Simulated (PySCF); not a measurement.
**F₆P, charge −1, SMILES `F[P-](F)(F)(F)(F)F`: what the electrons do**

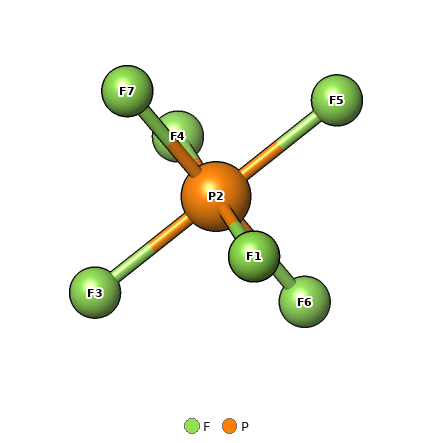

The molecule, with its atoms numbered as below. No frequency check shows the geometry to be a minimum.

Cartesian coordinates (Å):

```
F1       1.1114    0.0748    1.1885
P2       0.0000   -0.0000    0.0000
F3      -0.9376   -0.9476    0.9359
F4      -1.1113   -0.0748   -1.1885
F5       0.9374    0.9478   -0.9361
F6       0.7347   -1.3227   -0.6034
F7      -0.7346    1.3226    0.6035
```

### 1. Bonding charge

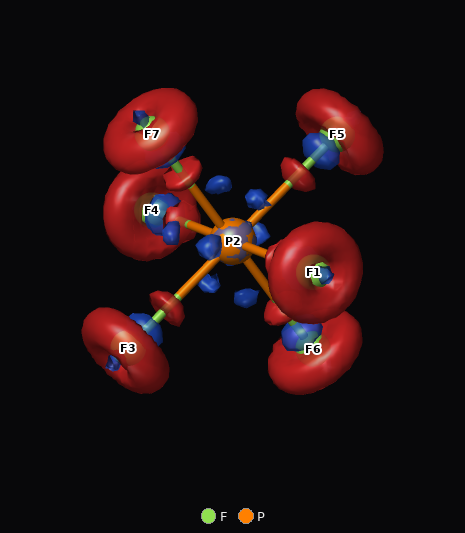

Deformation density (molecule less spherical, spin-averaged free atoms at the same positions), surfaces at ±0.2 e/Å³; red: gain, blue: loss.

Level of theory: PBE0/def2-SVPD (PySCF), at a geometry from GFN2-xTB.

Q: How much density has each bond gained at its critical point, relative to the free atoms?

A: P2–F3, P2–F4, P2–F5, P2–F6 and 2 more like them: −0.03 e/Å³ at the bond critical point (bond length 1.63 Å); up to 0.6 Å beside the axis the gain reaches +0.26 e/Å³. In all, 2.1 electrons gather in the regions of gain relative to the promolecule of neutral atoms (this includes the anion's extra charge). A small or negative value marks a very polar bond, one between electron-rich atoms, whose free-atom densities already overlap strongly, a long bond to a heavier atom, or a closed-shell contact such as a hydrogen bond.

Q: Where do the Hirshfeld charges lie?

A: The highest Hirshfeld charge is on P2 (+0.49 e), the lowest on F1, F3, F4, F5, F6 and F7 (−0.25 e).

```csv
atom,charge (e)
F1,−0.25
P2,+0.49
F3,−0.25
F4,−0.25
F5,−0.25
F6,−0.25
F7,−0.25
```

### 2. Bond critical points

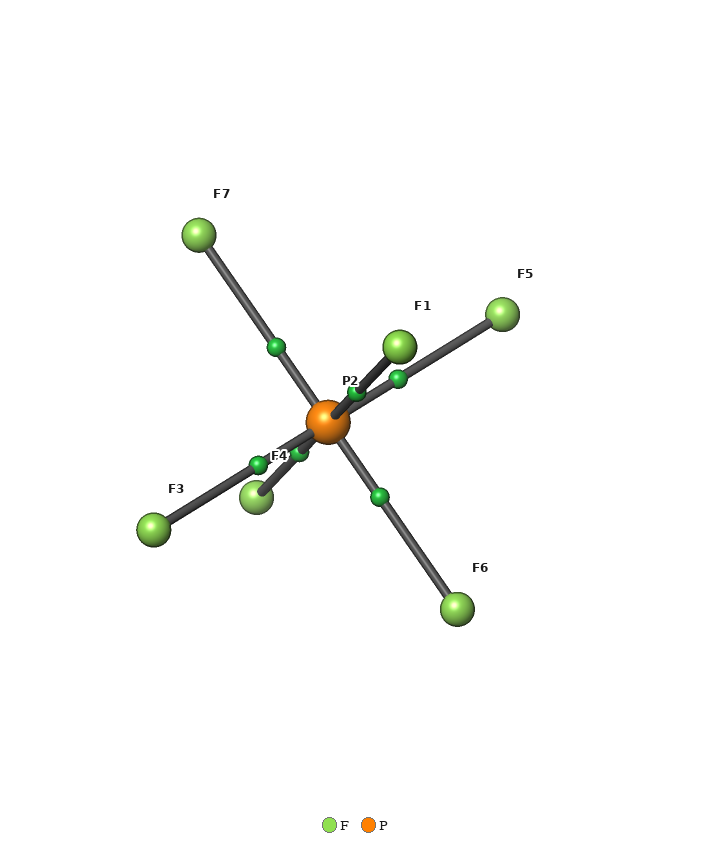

Molecular graph of the electron density (QTAIM): bond paths, bond critical points (green), ring points (magenta, if any); weak paths are dashed.

Q: How many critical points of each kind are there, and does the count close?

A: 7 nuclei, 6 bond, 0 ring and 0 cage critical points: 7 − 6 + 0 − 0 = 1, as the Poincaré–Hopf relation requires.

Q: Give the properties at the bond critical points.

A:
```
           bond  length (Å)  ρ (a.u.)  ∇²ρ (a.u.)     ε  H (a.u.)
P2–F3 (6 alike)       1.629     0.145       +0.75  0.00    −0.075
```

Q: What kind of interaction is P2–F3?

A: Polar or intermediate (positive Laplacian, negative energy density H): ρ = 0.145, ∇²ρ = +0.75, H = −0.075 a.u.

### 3. Local ionisation energy

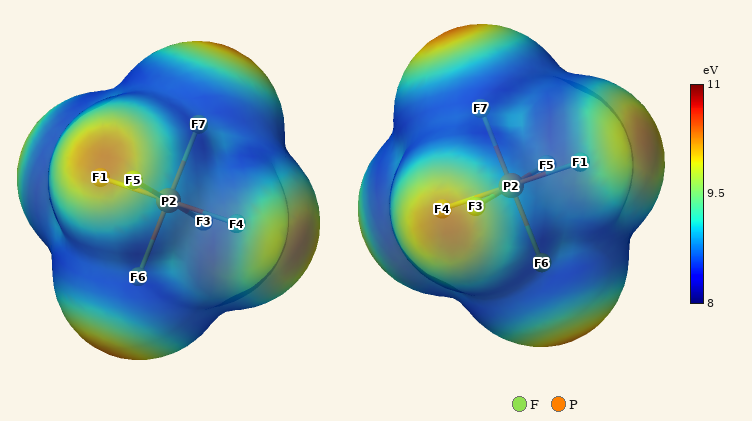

Average local ionisation energy on the surface of electron density 0.001 a.u. (back view left, front view right).

Q: Locate the minima of the map.

A: The lowest value is 8.5 eV, 1.7 Å from F4, and at like points elsewhere. For comparison, the highest occupied orbital lies at −5.7 eV.

### 4. Localised orbitals

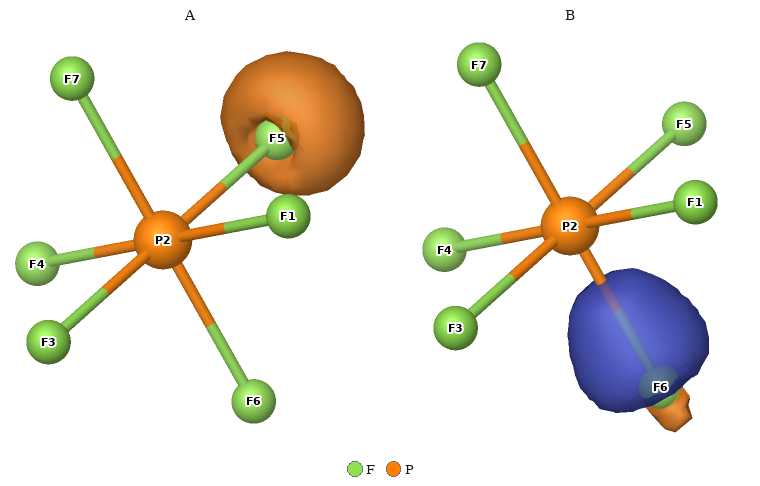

Pipek–Mezey orbitals, occupied; each surface holds about 70 % of the orbital's density. Energies are diagonal elements of the Fock matrix.

Computed with PySCF, LDA (SVWN)/def2-SVPD, geometry: GFN2-xTB.

Q: Identify each orbital.

A: By panel:
- A: lone pair on F5 (sp0.4-type) (F5 99 %; −16.0 eV)
- B: σ bond F6–P2 (F6 77 %, P2 21 %; −16.3 eV)

Q: How do all the valence pairs divide up?

A: 24 pairs: 18 lone pairs and 6 σ bonds.
